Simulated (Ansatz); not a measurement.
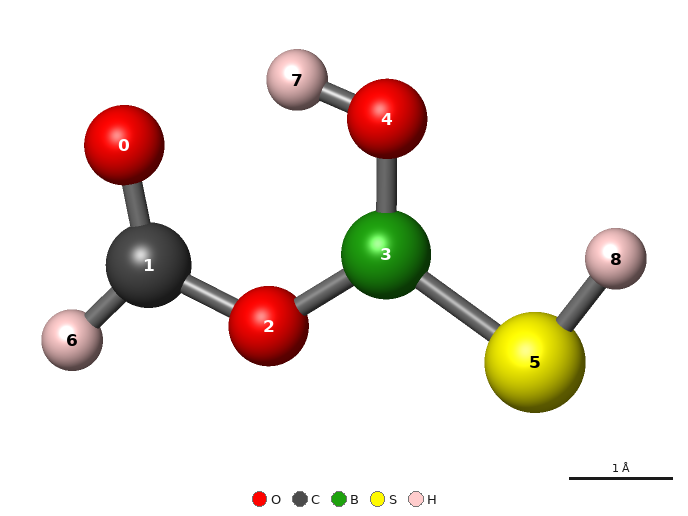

The structure as it stands in the input. Atoms are numbered from 0, in the order of the input.

The calculation was set up as follows.

```yaml
crystal:
  periodic: [false, false, false]
  atoms:
    - {symbol: O, position_ang: [-0.146197, -0.744880, 1.959820]}
    - {symbol: C, position_ang: [-0.956514, -0.044613, 1.416837]}
    - {symbol: O, position_ang: [-0.872757, 0.431823, 0.176245]}
    - {symbol: B, position_ang: [0.218471, 0.160756, -0.680070]}
    - {symbol: O, position_ang: [1.264421, -0.598020, -0.321503]}
    - {symbol: S, position_ang: [0.073318, 0.933350, -2.307075]}
    - {symbol: H, position_ang: [-1.884773, 0.290906, 1.897439]}
    - {symbol: H, position_ang: [1.150724, -0.917748, 0.590028]}
    - {symbol: H, position_ang: [1.241706, 0.442025, -2.749022]}
basis:
  gaussian: {orbitals: aug-pcseg-2, point_charges: [{charge: 2.00, position_ang: [5.819, 0.145, -0.262]}]}
total_charge: -1
magnetization: {spin_polarized: true, initial_magnetization: 1}
hamiltonian: {xc: {name: HF}}
output: {forces: true}
```

It was started with:

```sh
ansatz run in.yaml --threads 4 --pin off --events-out ev --progress --plain --max-ram 10444MiB
```

Output:

```
Functional definition: HF
  name "HF"
  cite "Fock, Z. Phys. 61, 126 (1930) doi:10.1007/BF01340294"
  parent pbe
  exchange = exact_x
  correlation = 0
1799 factors; their error is unknown
mean field evaluation 1: about -18692.5908 eV, gradient 3.0e1 eV
mean field evaluation 2: about -18696.1006 eV, gradient 1.8e1 eV
mean field evaluation 4: about -18697.2462 eV, gradient 1.5e0 eV
mean field evaluation 8: about -18697.2733 eV, gradient 1.0e-1 eV
mean field evaluation 16: about -18692.9820 eV, gradient 3.0e1 eV
a density is far from that of the atoms, so the factors are made again for it
2383 factors; integrals over basis functions are off by at most 7.2e-4 eV
mean field -18697.66893232 eV, -687.1266595274 hartree, gradient 1.6e-5 eV, S^2 0.750006; 0 other end points of the search recorded, 0 dependent functions left out
the calculation of the forces begins
reference -18697.66893232 eV, -687.1266595274 hartree; 28, 27 occupied and 321, 322 virtual orbitals, 2383 factors
Total energy: -18697.66893232 eV, -687.1266595274 hartree
Atom 0 at    -0.146197    -0.744880     1.959820 Å, force    -1.052568     1.076746    -1.144612 eV/Å
Atom 1 at    -0.956514    -0.044613     1.416837 Å, force     0.784274    -0.405379     0.423402 eV/Å
Atom 2 at    -0.872757     0.431823     0.176245 Å, force     1.007640    -0.905196     0.265400 eV/Å
Atom 3 at     0.218471     0.160756    -0.680070 Å, force    -0.071718     0.765335     1.378429 eV/Å
Atom 4 at     1.264421    -0.598020    -0.321503 Å, force     2.049737    -0.153846     0.484526 eV/Å
Atom 5 at     0.073318     0.933350    -2.307075 Å, force     0.656053    -0.245319    -0.101442 eV/Å
Atom 6 at    -1.884773     0.290906     1.897439 Å, force     0.612971    -0.314768    -0.329532 eV/Å
Atom 7 at     1.150724    -0.917748     0.590028 Å, force     0.566652     0.750231    -1.052472 eV/Å
Atom 8 at     1.241706     0.442025    -2.749022 Å, force    -0.215097    -0.079920    -0.007940 eV/Å
Dipole moment:    -4.944713     0.287638    -0.025772 e Å
```

Self-consistency was reached.
